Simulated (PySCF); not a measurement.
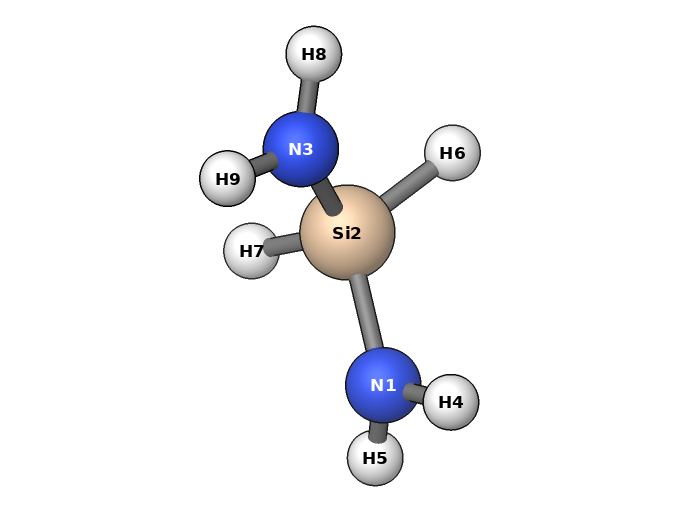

The computed structure is the end point of a PBE0-D3(BJ)/def2-SVP optimisation. No frequency run is at hand to confirm it as a minimum. Properties computed with B3LYP/6-31G* indirect spin-spin coupling, non-relativistic, gas phase (PySCF 2.14.0). Isotopes: 1H, 15N, 29Si.

Give the spin–spin coupling constants of these pairs, with the number of bonds between them: N1/Si2, Si2/H7, Si2/N3, N1/N3, Si2/H8, Si2/H4, N3/H7, H6/H9, H7/H8.

| pair | bonds apart | J (Hz) |
| --- | --- | --- |
| N1, Si2 | 1 | 22.2 |
| Si2, H7 | 1 | −184.9 |
| Si2, N3 | 1 | 22.8 |
| N1, N3 | 2 | 4.3 |
| Si2, H8 | 2 | −5.6 |
| Si2, H4 | 2 | 0.7 |
| N3, H7 | 2 | −2.0 |
| H6, H9 | 3 | 9.4 |
| H7, H8 | 3 | −2.0 |
